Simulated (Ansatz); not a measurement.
# AlCl (aluminium monochloride) at PBE0/aug-cc-pVTZ

Aim: the vertical singlet–triplet gap of AlCl (aluminium monochloride) at PBE0/aug-cc-pVTZ, from 2 runs. 

The results are computed with Ansatz 0.2.0.

34 further runs of the same task are left out: 34 set aside as unsound or not needed.

### Step 1. The structure to begin with

The species is AlCl (2 atoms), meant as a singlet with charge 0. SMILES: `[Al][Cl]`. Geometry: the measured bond length.

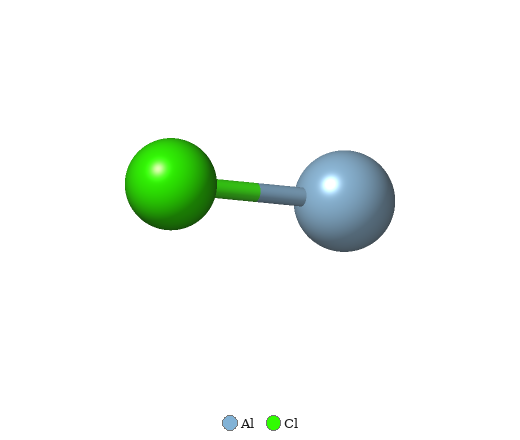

Viewed from a chosen angle; aluminium light blue, chlorine green.

### Step 2. A single-point energy at PBE0/aug-cc-pVTZ

Input file run.yaml:

```yaml
basis:
  gaussian:
    orbitals: aug-cc-pVTZ
crystal:
  periodic: [false, false, false]
  atoms:
    - {symbol: Al, position_ang: [0.000000, 0.000000, 0.000000]}
    - {symbol: Cl, position_ang: [0.000000, 0.000000, 2.130113]}
hamiltonian:
  xc: {name: PBE0}
accuracy: high
output: {orbitals: {seedname: orbitals}}
```

Command:

```bash
$ ansatz run run.yaml --threads 1 --pin off --max-ram 3480MiB --events-out events.jsonl --progress --plain --runs-dir runs
```

The log of the run:

```text
Warning: RAYON_NUM_THREADS=1 ignored (pool sized by the plan → 1); use --threads N
Functional definition: PBE0
  name "PBE0"
  parameter a = 0.25
  parameter kappa = 0.804
  parameter beta = 0.06672455060314922
  exchange = (1 - a)*pbe_x(kappa = kappa, mu = beta*pi^2/3) + a*exact_x
  correlation = pbe_c(beta = beta)
1311 factors; integrals over basis functions are off by at most 4.0e-9 eV
mean field evaluation 1: about -19113.7617 eV, gradient 1.6e1 eV
mean field evaluation 2: about -19113.4746 eV, gradient 2.0e1 eV
mean field evaluation 4: about -19114.5341 eV, gradient 6.2e-1 eV
mean field evaluation 8: about -19114.5364 eV, gradient 6.2e-3 eV
mean field evaluation 16: about -19114.5364 eV, gradient 2.3e-6 eV
mean field -19114.53639652 eV, -702.4462562741 hartree, gradient 6.1e-9 eV, S^2 0.000000; 0 other end points of the search recorded, 0 dependent functions left out
reference -19114.53639884 eV, -702.4462563594 hartree; 15, 15 occupied and 85, 85 virtual orbitals, 1311 factors
Total energy: -19114.53639884 eV, -702.4462563594 hartree
```

It took 4.2 s on 1 thread of AMD EPYC 7R13 (Zen 3), shared host; peak memory 0.23 GiB.

### Step 3. The triplet at the same level

Input file in.yaml:

```yaml
basis:
  gaussian:
    orbitals: aug-cc-pVTZ
crystal:
  periodic: [false, false, false]
  atoms:
    - symbol: Al
      position_ang: [0.000000, 0.000000, 0.000000]
    - symbol: Cl
      position_ang: [0.000000, 0.000000, 2.130113]
total_charge: 0
magnetization:
  spin_polarized: true
  initial_magnetization: 2
hamiltonian:
  xc: {name: PBE0}
accuracy: high
output:
  orbitals: {seedname: orbitals}
```

Command:

```bash
$ ansatz run in.yaml --threads 1 --pin off --max-ram 3480MiB --events-out events.jsonl --progress --plain --runs-dir runs
```

The log of the run:

```text
Warning: RAYON_NUM_THREADS=1 ignored (pool sized by the plan → 1); use --threads N
Functional definition: PBE0
  name "PBE0"
  parameter a = 0.25
  parameter kappa = 0.804
  parameter beta = 0.06672455060314922
  exchange = (1 - a)*pbe_x(kappa = kappa, mu = beta*pi^2/3) + a*exact_x
  correlation = pbe_c(beta = beta)
1311 factors; integrals over basis functions are off by at most 4.0e-9 eV
mean field evaluation 1: about -19110.9413 eV, gradient 9.9e0 eV
mean field evaluation 2: about -19110.8952 eV, gradient 1.2e1 eV
mean field evaluation 4: about -19111.6900 eV, gradient 6.5e-1 eV
mean field evaluation 8: about -19111.7504 eV, gradient 3.2e-2 eV
mean field evaluation 16: about -19111.7505 eV, gradient 2.1e-5 eV
mean field evaluation 32: about -19111.7505 eV, gradient 2.3e-5 eV
mean field -19111.75045676 eV, -702.3438748762 hartree, gradient 1.0e-8 eV, S^2 2.001788; 1 other end points of the search recorded, 0 dependent functions left out
reference -19111.75046109 eV, -702.3438750353 hartree; 16, 14 occupied and 84, 86 virtual orbitals, 1311 factors
Total energy: -19111.75046109 eV, -702.3438750353 hartree
```

Run time: 11 s. Hardware: 1 thread of AMD EPYC 7R13 (Zen 3), shared host; peak memory 0.31 GiB.

### Step 4. What came out

Level: PBE0/aug-cc-pVTZ.

```
                                        quantity          value
                           singlet: total energy  -702.44626 Eh
                            singlet: HOMO energy       -7.00 eV
                            singlet: LUMO energy       -1.69 eV
                          singlet: HOMO–LUMO gap        5.31 eV
                           triplet: total energy  -702.34388 Eh
     triplet: HOMO energy (highest over α and β)       -4.31 eV
                                   triplet: ⟨S²⟩          2.002
vertical energy of the triplet above the singlet       2.786 eV
```

In words: At this shape the triplet lies 2.79 eV (64 kcal/mol) above the singlet.
